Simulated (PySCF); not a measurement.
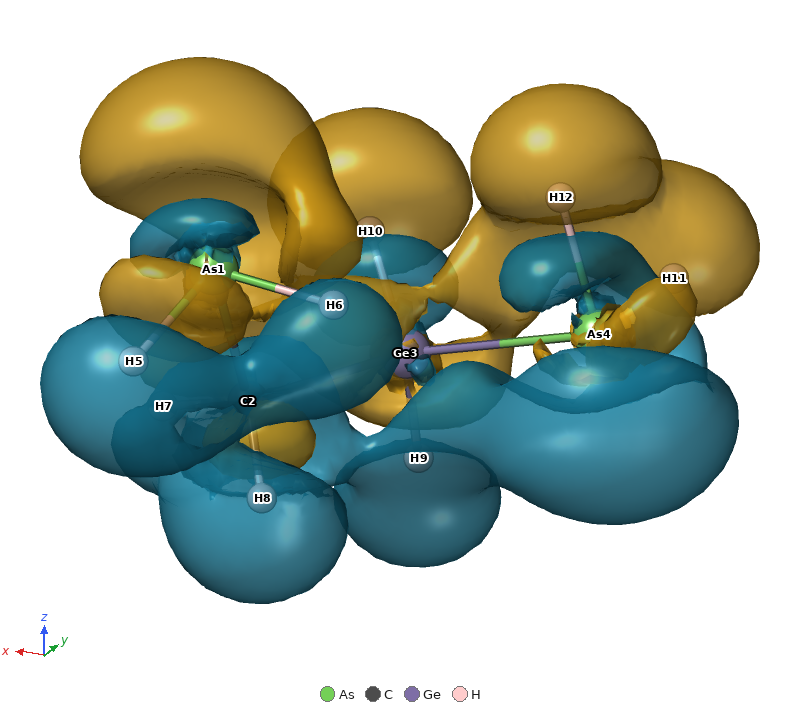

*CH8As2Ge, SMILES `[AsH2][CH2][GeH2][AsH2]`. Change of the electron density in a uniform field of 0.41 V/Å, surfaces at ±0.002 e/Å³ (yellow: gain, teal: loss).*

Level of theory: B3LYP/def2-SVPD (PySCF), at a geometry from GFN2-xTB. No frequency check shows the geometry to be a minimum. GFN2-xTB bond lengths at metals and heavier atoms can be off by up to 0.1 Å and shapes distorted, which carries into these values.

Cartesian coordinates (Å):

```
As1      2.2212    0.5105    0.1421
C2       1.2046   -0.9729   -0.6790
Ge3     -0.6044   -1.1385    0.1278
As4     -1.9007    0.8506   -0.1166
H5       3.1742    0.6763   -1.0213
H6       1.3445    1.5872   -0.4554
H7       1.7585   -1.9003   -0.5167
H8       1.1172   -0.8238   -1.7565
H9      -1.2621   -2.3461   -0.5351
H10     -0.4132   -1.6136    1.5612
H11     -2.9647    0.3065    0.7920
H12     -1.2190    1.4687    1.0722
```

Along which Cartesian direction does the field point?

Along −z: electrons gather on the +z side, against the field.

What dipole is induced, and what polarisability does it imply?

The induced dipole is 1.87 D (along the field); α along this axis, from the fields in both directions, is 92 bohr³ (13.6 Å³).

Which atoms gain and lose the most charge?

Electrons gather most on As1 (Hirshfeld charge changes by −0.035 e) and leave As4 most (+0.031 e); 0.162 electrons are displaced in all.
